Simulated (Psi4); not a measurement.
# C2H4Si (ethynylsilane): levels of theory compared

Aim: a comparison of 6 runs (HF/def2-SVP, HF/pcseg-2, B3LYP/6-311G**, B3LYP/cc-pVTZ, M06-2X/pcseg-2, MP2/2ZaPa-NR) of C2H4Si (ethynylsilane). 

The results are computed with Psi4 1.11.

3 further runs of the same task are left out: 3 set aside as unsound or not needed.

## 1. The structure to begin with

C2H4Si has 7 atoms, charge 0, and is taken as a singlet. As SMILES, `C#C[SiH3]`. The coordinates come from a PBE0-D4/def2-TZVP relaxation.

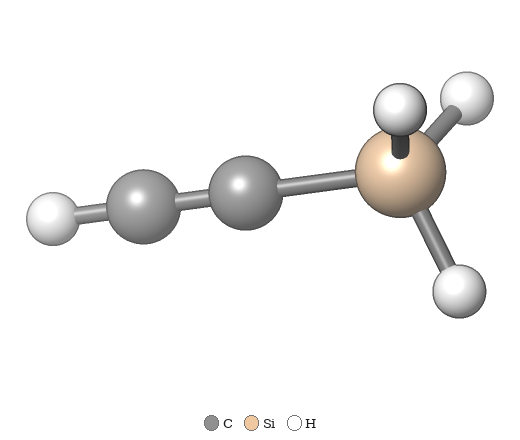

Viewed from a chosen angle; carbon grey, silicon light orange, hydrogen white.

## 2. Energy and forces at HF/def2-SVP (run 1)

File input.inp:

```
memory 1600 MB

molecule {
  0 1
  C     -0.580700    -1.871400     0.172200
  C     -0.218500    -0.726500     0.062400
  Si     0.329800     1.004300    -0.103800
  H     -0.901000    -2.883500     0.269300
  H     -0.094500     1.528300    -1.425000
  H     -0.281700     1.818100     0.974900
  H      1.807900     1.062900     0.004400
  symmetry c1
}

set basis def2-SVP
set reference rhf
set puream true
set e_convergence 1e-09
set d_convergence 1e-08
set scf_type pk

e, wfn = gradient("scf", return_wfn=True)
oeprop(wfn, "MULLIKEN_CHARGES", "LOWDIN_CHARGES", "MAYER_INDICES")
```

Run with:

```
$ psi4 -n 1 input.inp input.out
```

input.out:

```text
[...]
  Running in c1 symmetry.
[...]
  Nuclear repulsion =   83.047890735857266
[...]
  Multiplicity = 1
[...]
  Nalpha       = 15
  Nbeta        = 15
[...]
    Number of basis functions: 66
[...]
   @RHF iter   1:  -366.72622626167487   -9.16412e-01   3.93248e-03 ADIIS/DIIS
[...]
   @RHF iter  10:  -366.78434251786155   -2.04636e-12   2.48743e-09 DIIS
[...]
    Orbital Energies [Eh]
    ---------------------
    Doubly Occupied:
       1A    -68.772377     2A    -11.252725     3A    -11.225694
       4A     -6.142611     5A     -4.253412     6A     -4.252879
       7A     -4.252878     8A     -1.017206     9A     -0.778697
      10A     -0.712872    11A     -0.558054    12A     -0.500123
      13A     -0.500101    14A     -0.405825    15A     -0.405822
[...]
  @RHF Final Energy:  -366.78434251786155
   => Energetics <=
    Nuclear Repulsion Energy =             83.0478907358572656
    One-Electron Energy =                -669.6019185194898000
    Two-Electron Energy =                 219.7696852657710451
    Total Energy =                       -366.7843425178615462
[...]
 Multipole Moments:
 ------------------------------------------------------------------------------------
     Multipole            Electronic (a.u.)      Nuclear  (a.u.)        Total (a.u.)
 ------------------------------------------------------------------------------------
 L = 1.  Multiply by 2.5417464519 to convert [e a0] to [Debye]
 Dipole X            :         -0.5569763            0.4931733           -0.0638029
 Dipole Y            :         -1.7582213            1.5559807           -0.2022406
 Dipole Z            :          0.1691551           -0.1496803            0.0194748
 Magnitude           :                                                    0.2129586
[...]
  -Total Gradient:
     Atom            X                  Y                   Z
    ------   -----------------  -----------------  -----------------
       1       -0.005710210153    -0.018091508395     0.001730975588
       2        0.009345699246     0.029588811513    -0.002835510062
       3       -0.003873099046    -0.012275993267     0.001220538314
       4        0.000123238794     0.000394576724    -0.000037100960
       5       -0.000724224979     0.000214962272    -0.001721802304
       6       -0.000956508673     0.000578322286     0.001455179471
       7        0.001795104811    -0.000409171128     0.000187719952
[...]
  Mulliken Charges: (a.u.)
   Center  Symbol    Alpha    Beta     Spin     Total
       1     C     3.10675  3.10675  0.00000 -0.21350
       2     C     3.08929  3.08929  0.00000 -0.17859
       3    SI     6.64389  6.64389  0.00000  0.71222
       4     H     0.45879  0.45879  0.00000  0.08242
       5     H     0.56709  0.56709  0.00000 -0.13418
       6     H     0.56709  0.56709  0.00000 -0.13419
       7     H     0.56709  0.56709  0.00000 -0.13418
   Total alpha = 15.00000, Total beta = 15.00000, Total charge = -0.00000
  Lowdin Charges: (a.u.)
[...]
```

It took 2.3 s on 1 thread of INTEL XEON PLATINUM 8581C at 2.10GHz (Emerald Rapids), shared host; peak memory 0.22 GiB.

## 3. A single-point energy at HF/pcseg-2 (run 2)

File c2h4si.inp:

```
memory 1600 mb

molecule molecule1 {
  0 1
  C     -1.09736396    -3.53643347     0.32541084
  C     -0.41290516    -1.37288603     0.11791891
  Si     0.62323168     1.89785195    -0.19615357
  H     -1.70264324    -5.44902528     0.50890325
  H     -0.17857912     2.88806844    -2.69285973
  H     -0.53233585     3.43571107     1.84229400
  H      3.41643586     2.00858990     0.00831479
  units au
  symmetry c1
}

set {
  reference     rhf
  puream        true
  e_convergence 1e-09
  d_convergence 1e-08
  scf_type      pk
}

energy_value, wavefunction = energy('hf/pcseg-2', return_wfn=True)
oeprop(wavefunction, 'MAYER_INDICES', 'QUADRUPOLE', 'LOWDIN_CHARGES')
```

Run with:

```
$ psi4 -n 1 c2h4si.inp c2h4si.out
```

c2h4si.out:

```text
[...]
  Running in c1 symmetry.
[...]
  Nuclear repulsion =   83.047890723121355
[...]
  Multiplicity = 1
[...]
  Nalpha       = 15
  Nbeta        = 15
[...]
    Number of basis functions: 150
[...]
   @RHF iter   1:  -366.88549080291642   -9.59151e-01   2.33542e-03 DIIS/ADIIS
[...]
   @RHF iter  10:  -366.97016901329135   -8.18545e-12   2.46854e-09 DIIS
[...]
    Orbital Energies [Eh]
    ---------------------
    Doubly Occupied:
       1A    -68.730067     2A    -11.241475     3A    -11.217008
       4A     -6.124675     5A     -4.232526     6A     -4.232028
       7A     -4.232028     8A     -1.028915     9A     -0.781973
      10A     -0.714615    11A     -0.559075    12A     -0.500516
      13A     -0.500494    14A     -0.405326    15A     -0.405324
[...]
  @RHF Final Energy:  -366.97016901329135
   => Energetics <=
    Nuclear Repulsion Energy =             83.0478907231213554
    One-Electron Energy =                -670.2240262280234901
    Two-Electron Energy =                 220.2059664916107806
    Total Energy =                       -366.9701690132914109
[...]
 Multipole Moments:
 ------------------------------------------------------------------------------------
     Multipole            Electronic (a.u.)      Nuclear  (a.u.)        Total (a.u.)
 ------------------------------------------------------------------------------------
 L = 1.  Multiply by 2.5417464519 to convert [e a0] to [Debye]
 Dipole X            :         -0.5495439            0.4931733           -0.0563705
 Dipole Y            :         -1.7347241            1.5559807           -0.1787434
 Dipole Z            :          0.1668991           -0.1496803            0.0172188
 Magnitude           :                                                    0.1882109
 L = 2.  Multiply by 1.3450342976 to convert [e a0^2] to [Debye ang]
 Quadrupole XX       :        -49.2524076           28.5656378          -20.6867699
 Quadrupole XY       :        -55.4532851           57.0658800            1.6125949
[...]
```

It took 7.8 s on 1 thread of INTEL XEON PLATINUM 8581C at 2.10GHz (Emerald Rapids), shared host; peak memory 1.2 GiB.

Runs 3 to 4 aren't shown in full; the table further down has their settings and results.

## 4. A single-point energy at M06-2X/pcseg-2 (run 5)

File run.py:

```python
import psi4

psi4.set_memory(1600000000)
psi4.set_num_threads(1)
psi4.set_output_file('c2h4si.out', False)

mol = psi4.geometry("""
0 1
C     -0.580700    -1.871400     0.172200
C     -0.218500    -0.726500     0.062400
Si     0.329800     1.004300    -0.103800
H     -0.901000    -2.883500     0.269300
H     -0.094500     1.528300    -1.425000
H     -0.281700     1.818100     0.974900
H      1.807900     1.062900     0.004400
symmetry c1
no_reorient
no_com
""")

psi4.set_options({
    'basis': 'pcseg-2',
    'puream': True,
    'e_convergence': 1e-09,
    'd_convergence': 1e-08,
    'scf_type': 'pk',
    'dft_radial_points': 99,
    'dft_spherical_points': 590,
})

e, wfn = psi4.energy("m06-2x", return_wfn=True)
psi4.oeprop(wfn, "LOWDIN_CHARGES", "DIPOLE", "WIBERG_LOWDIN_INDICES", title="M06-2X")
print(f'm06-2x energy: {e:.10f} Eh')
```

Run with:

```
$ python run.py
```

c2h4si.out:

```text
[...]
  Running in c1 symmetry.
[...]
  Nuclear repulsion =   83.047890735857266
[...]
  Multiplicity = 1
[...]
  Nalpha       = 15
  Nbeta        = 15
[...]
    Number of basis functions: 150
[...]
   @RKS iter   1:  -367.86734693645519   -6.39703e-01   3.69680e-03 DIIS/ADIIS
[...]
   @RKS iter  10:  -368.02496454379343   -6.65068e-12   3.53957e-09 DIIS
[...]
    Orbital Energies [Eh]
    ---------------------
    Doubly Occupied:
       1A    -66.991054     2A    -10.548673     3A    -10.529188
       4A     -5.554425     5A     -3.866915     6A     -3.866024
       7A     -3.866024     8A     -0.849310     9A     -0.661280
      10A     -0.598980    11A     -0.463638    12A     -0.423780
      13A     -0.423766    14A     -0.351092    15A     -0.351090
[...]
  @RKS Final Energy:  -368.02496454379343
   => Energetics <=
    Nuclear Repulsion Energy =             83.0478907358572656
    One-Electron Energy =                -670.5668942351419446
    Two-Electron Energy =                 235.3195655588484669
    DFT Exchange-Correlation Energy =     -15.8255266033571846
    Empirical Dispersion Energy =           0.0000000000000000
    VV10 Nonlocal Energy =                  0.0000000000000000
    Total Energy =                       -368.0249645437934305
[...]
 Multipole Moments:
 ------------------------------------------------------------------------------------
     Multipole            Electronic (a.u.)      Nuclear  (a.u.)        Total (a.u.)
 ------------------------------------------------------------------------------------
 L = 1.  Multiply by 2.5417464519 to convert [e a0] to [Debye]
 Dipole X            :         -0.7056814            0.6665064           -0.0391750
 Dipole Y            :         -0.1217107           -0.0026456           -0.1243563
 Dipole Z            :          0.4314612           -0.4195192            0.0119420
 Magnitude           :                                                    0.1309266
[...]
```

The script printed:

```text
m06-2x energy: -368.0249645438 Eh
```

Run time: 50 s. Hardware: 1 thread of INTEL XEON PLATINUM 8581C at 2.10GHz (Emerald Rapids), shared host; peak memory 1.3 GiB.

## 5. The energy at MP2/2ZaPa-NR (fitted SCF) (run 6)

File job.py:

```python
import psi4

psi4.set_memory('1600 MB')
psi4.set_num_threads(1)
psi4.set_output_file('c2h4si.out', False)

geom = psi4.geometry("""
0 1
C     -0.580700    -1.871400     0.172200
C     -0.218500    -0.726500     0.062400
Si     0.329800     1.004300    -0.103800
H     -0.901000    -2.883500     0.269300
H     -0.094500     1.528300    -1.425000
H     -0.281700     1.818100     0.974900
H      1.807900     1.062900     0.004400
""")

options = {'scf_type': 'df', 'freeze_core': True, 'mp2_type': 'conv', 'soscf': True, 'e_convergence': 1e-11, 'diis_max_vecs': 3}
psi4.set_options(options)

E, wfn = psi4.energy("mp2/2ZaPa-NR", molecule=geom, return_wfn=True)
print(f'total energy {E:.8f} hartree = {E * 27.211386:.5f} eV')
```

Run with:

```
$ python job.py
```

c2h4si.out:

```text
[...]
  Running in c1 symmetry.
[...]
  Nuclear repulsion =   83.047890735857266
[...]
  Multiplicity = 1
[...]
  Nalpha       = 15
  Nbeta        = 15
[...]
    Number of basis functions: 87
[...]
   @DF-RHF iter   1:  -366.86364399274680   -9.75150e-01   3.60829e-03 DIIS/ADIIS
[...]
   @DF-RHF iter   6:  -366.94509128639430   -9.26548e-12   6.13568e-10 SOSCF, nmicro=conv
[...]
    Orbital Energies [Eh]
    ---------------------
    Doubly Occupied:
       1A    -68.784752     2A    -11.254591     3A    -11.228398
       4A     -6.138413     5A     -4.244679     6A     -4.243694
       7A     -4.243694     8A     -1.033681     9A     -0.783944
      10A     -0.715302    11A     -0.559690    12A     -0.500456
      13A     -0.500434    14A     -0.405141    15A     -0.405138
[...]
  @DF-RHF Final Energy:  -366.94509128639430
   => Energetics <=
    Nuclear Repulsion Energy =             83.0478907358572656
    One-Electron Energy =                -669.9019524506621792
    Two-Electron Energy =                 219.9089704284106119
    Total Energy =                       -366.9450912863942449
[...]
 Multipole Moments:
 ------------------------------------------------------------------------------------
     Multipole            Electronic (a.u.)      Nuclear  (a.u.)        Total (a.u.)
 ------------------------------------------------------------------------------------
 L = 1.  Multiply by 2.5417464519 to convert [e a0] to [Debye]
 Dipole X            :         -0.5517112            0.4931733           -0.0585379
 Dipole Y            :         -1.7415710            1.5559807           -0.1855904
 Dipole Z            :          0.1675557           -0.1496803            0.0178754
 Magnitude           :                                                    0.1954226
[...]
	SCS-MP2 Total Energy (a.u.)        :  -367.30538554659461
	SOS-MP2 Total Energy (a.u.)        :  -367.30736563053210
	SCSN-MP2 Total Energy (a.u.)       :  -367.08177556143875
[...]
	SOS-PI-MP2 Total Energy (a.u.)     :  -367.33523288777343
[...]
	MP2 Total Energy (a.u.)            :  -367.30142537871961
[...]
```

Standard output:

```text
total energy -367.30142538 hartree = -9994.78086 eV
```

Run time: 3.9 s. Hardware: 1 thread of INTEL XEON PLATINUM 8581C at 2.10GHz (Emerald Rapids), shared host; peak memory 0.43 GiB.

## 6. The series

```csv
run,level,task,integration grid,energy (Eh),dipole moment (D),HOMO energy (eV),LUMO energy (eV),wall time
1,HF/def2-SVP,gradient,–,-366.784343,0.54,-11.04,3.81,2.3 s
2,HF/pcseg-2,energy,–,-366.970169,0.48,-11.03,2.87,7.8 s
3,B3LYP/6-311G**,gradient,99 radial × 590 angular,-368.090730,0.39,-7.98,-0.12,12 s
4,B3LYP/cc-pVTZ,gradient,99 radial × 590 angular,-368.104460,0.39,-8.04,-0.23,64 s
5,M06-2X/pcseg-2,energy,99 radial × 590 angular,-368.024965,0.33,-9.55,0.76,50 s
6,MP2/2ZaPa-NR (fitted SCF),energy,–,-367.301425,–,-11.02,0.98,3.9 s
```

## 7. Results

```
                                          quantity          value
                               run 6: total energy  -367.30143 Eh
        run 6: HOMO energy (Hartree–Fock orbitals)      -11.02 eV
        run 6: LUMO energy (Hartree–Fock orbitals)        0.98 eV
      run 6: HOMO–LUMO gap (Hartree–Fock orbitals)       12.01 eV
run 6: correlation energy (7 core orbitals frozen)     -356.3 mEh
```

**Reading.** Over runs 1, 2, 3, 4, 5 the dipole moment (its size) runs from 0.33 D (M06-2X/pcseg-2) to 0.54 D (HF/def2-SVP). The two ends differ in method and basis. Over runs 1, 2, 3, 4, 5 the HOMO–LUMO gap runs from 7.81 eV (B3LYP/cc-pVTZ) to 14.86 eV (HF/def2-SVP). Totals of different functionals can't be ranked against each other. All runs together took 2.3 min, the longest 64 s.
